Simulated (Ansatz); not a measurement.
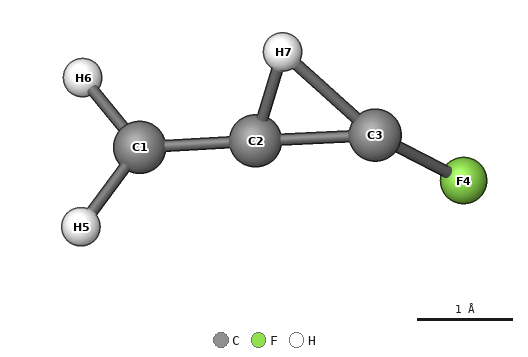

C3H3F, before the relaxation. A ball-and-stick model, seen face on.

The run prepares an end point of a later path (hydrogen shift) calculation, from a guessed geometry.

All numbers below come from RKS PBE0/def2-SVP in Ansatz.

The input:
```yaml
crystal:
  periodic: [false, false, false]
  atoms:
    - { symbol: C, position_ang: [-0.8534, 0.9357, 0.0312] }
    - { symbol: C, position_ang: [-0.0196, 0.029, 0.0359] }
    - { symbol: C, position_ang: [0.8326, -0.9136, 0.0355] }
    - { symbol: F, position_ang: [1.0635, -1.7764, -0.9707] }
    - { symbol: H, position_ang: [-1.8926, 0.8105, 0.4055] }
    - { symbol: H, position_ang: [-0.6728, 1.959, -0.4247] }
    - { symbol: H, position_ang: [0.88021, 0.32215, 0.57673] }
basis:
  gaussian: { orbitals: def2-SVP }
hamiltonian:
  xc: pbe0
relax:
  f_tol: 0.02
  max_steps: 50
output:
  orbitals: {}
```

Run as
```bash
ansatz run input.yaml --threads 1 --pin off --max-ram 2048MiB --backend cpu --events-out ev --progress --plain --runs-dir out
```

Q: What does the optimiser find from here?

A: The energy falls by 431.3 kJ/mol in 16 accepted moves (17 points after the start). Largest force component: 7.3 eV/Å at the start, 0.018 eV/Å at the end. The line search rejected the trial step at point 14 of the run. The atom that moves furthest after the best rigid fit is H7 (1.22 Å). Largest moves by element: H 1.22 Å, C 0.30 Å, F 0.20 Å. Some distances before and after: C2–H7 1.090 → 2.120 Å, C3–H7 1.350 → 1.095 Å, C1–C2 1.232 → 1.308 Å, C2–C3 1.271 → 1.309 Å. Bonds break: C2–H7 (1.09 → 2.12 Å). Bond angles that change, for instance: C2–C3–H7 49.0° → 123.5°, F4–C3–H7 151.7° → 113.2°, H5–C1–H6 112.7° → 117.1°.

The structure at the end:

```xyz
7

C    -1.0910    1.0855   -0.0788
C    -0.1141    0.2172   -0.0423
C     0.8788   -0.6332    0.0319
F     1.0578   -1.6304   -0.8386
H    -2.0395    0.9006    0.4394
H    -0.9997    2.0263   -0.6344
H     1.6456   -0.5997    0.8122
```

After the run, drawn alike:

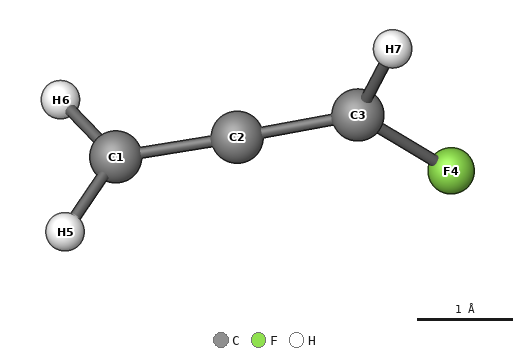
